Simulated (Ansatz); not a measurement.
Converging the plane-wave cutoff: VCu3Se4 (R3m, 8 atoms in the cell)

```yaml
crystal:
  lattice:
    - [5.60305, 0.00000, 0.00000]
    - [0.00000, 5.60305, 0.00000]
    - [0.00000, 0.00000, 5.60305]
  atoms:
    - { symbol: V, position: [0.00515, 0.00515, 0.00515] }
    - { symbol: Cu, position: [0.00000, 0.50000, 0.00000] }
    - { symbol: Cu, position: [0.50000, 0.00000, 0.00000] }
    - { symbol: Cu, position: [0.00000, 0.00000, 0.50000] }
    - { symbol: Se, position: [0.24334, 0.24334, 0.24334] }
    - { symbol: Se, position: [0.24334, 0.75666, 0.75666] }
    - { symbol: Se, position: [0.75666, 0.75666, 0.24334] }
    - { symbol: Se, position: [0.75666, 0.24334, 0.75666] }
```

Method: LDA (PW92), default PAW files made with PBE (plane waves; Ansatz, a first-principles code).

Base settings: basis.ecutwfc = 420 eV; kpoints.mp_grid.grid = 3 3 3; hamiltonian.xc = lda; hamiltonian.pseudopotentials = {kind: paw} (the program's default PAW files); scf.occupations.method = fixed.

The second cell is the first with its lattice scaled by 0.98.

The mesh stays at the base's, so the ladder's end is converged at best in this setting alone.

The first pressure column holds Ansatz's estimate of the finite-basis (Pulay) stress, which hides part of the cutoff error; the other is without it.

Only quantities that move along the ladder and can be compared are tabulated.

The count of work is k-points × plane waves × bands × iterations; it is no time. 

The starting cell comes from a database of computed structures (which also holds hypothetical and non-ambient phases and stackings), without a prior relaxation at this level. Its lattice was rescaled by up to half a per cent. One atom was moved a little off its site on purpose. In the base run, with a pressure of about -5 GPa the cell is away from its equilibrium volume at this level.

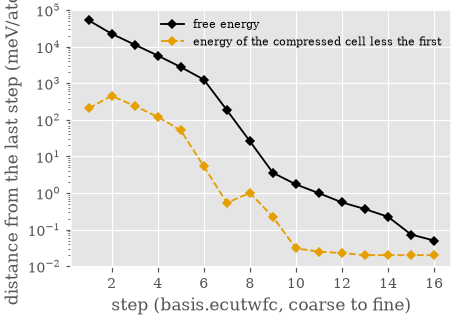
Figure: Distance from the last step along the ladder; very small values are drawn at a floor.

| basis.ecutwfc | free energy less the last step's (meV/atom) | energy of the compressed cell less the first (meV/atom) | pressure (GPa) | pressure without the Pulay estimate (GPa) | largest difference of a force vector from the last step's (eV/Å) | count of work / last |
|---|---|---|---|---|---|---|
| 145 eV | 52486.73 | -231.31 | 14.10 | -1299.48 | 1.436 | 0.076 |
| 170 eV | 22526.98 | -477.41 | -6.64 | -631.23 | 0.246 | 0.093 |
| 190 eV | 11355.73 | -264.65 | -4.71 | -359.37 | 0.328 | 0.11 |
| 210 eV | 5715.17 | -145.05 | -1.40 | -208.32 | 0.057 | 0.11 |
| 230 eV | 2773.69 | -76.03 | -2.43 | -119.07 | 0.149 | 0.13 |
| 250 eV | 1259.31 | -29.89 | -4.31 | -65.62 | 0.129 | 0.15 |
| 295 eV | 184.72 | -24.00 | -5.41 | -17.53 | 0.059 | 0.17 |
| 335 eV | 26.05 | -23.53 | -5.17 | -7.35 | 0.006 | 0.21 |
| 380 eV | 3.57 | -24.31 | -5.19 | -5.39 | 0.002 | 0.23 |
| 420 eV | 1.72 | -24.50 | -5.21 | -5.25 | 0.002 | 0.26 |
| 460 eV | 0.98 | -24.51 | -5.21 | -5.24 | 0.001 | 0.30 |
| 505 eV | 0.55 | -24.51 | -5.21 | -5.22 | 0.001 | 0.35 |
| 565 eV | 0.36 | -24.52 | -5.21 | -5.22 | 0.000 | 0.42 |
| 630 eV | 0.22 | -24.53 | -5.21 | -5.22 | 0.000 | 0.49 |
| 735 eV | 0.07 | -24.53 | -5.21 | -5.21 | 0.000 | 0.62 |
| 840 eV | 0.04 | -24.53 | -5.21 | -5.21 | 0.000 | 0.76 |
| 1010 eV | 0.00 | -24.53 | -5.21 | -5.21 | 0.000 | 1.0 |

Coarsest basis.ecutwfc that holds the pressure within 0.1 GPa of the last step, with all finer ones: 335 eV, at 0.21 of the last step's count of work; the step before is off by 0.20 GPa.

Coarsest basis.ecutwfc that holds the energy of the compressed cell less the first within 2 meV/atom of the last step, with all finer ones: 295 eV, at 0.17 of the last step's count of work; the step before is off by 5.4 meV/atom.

Coarsest basis.ecutwfc that holds the free energy within 2 meV/atom of the last step, with all finer ones: 420 eV, at 0.26 of the last step's count of work; the step before is off by 3.6 meV/atom.

The energy difference between the two cells stays within 1 meV/atom of the last step's from 380 eV on, the total only from 460 eV on: much of the error is common to both cells and cancels.

At the lowest cutoff the pressure without the Pulay estimate lies 1290 GPa under the last step's, the usual sign of Pulay stress in an incomplete plane-wave basis.

Keys are those of Ansatz 0.2.
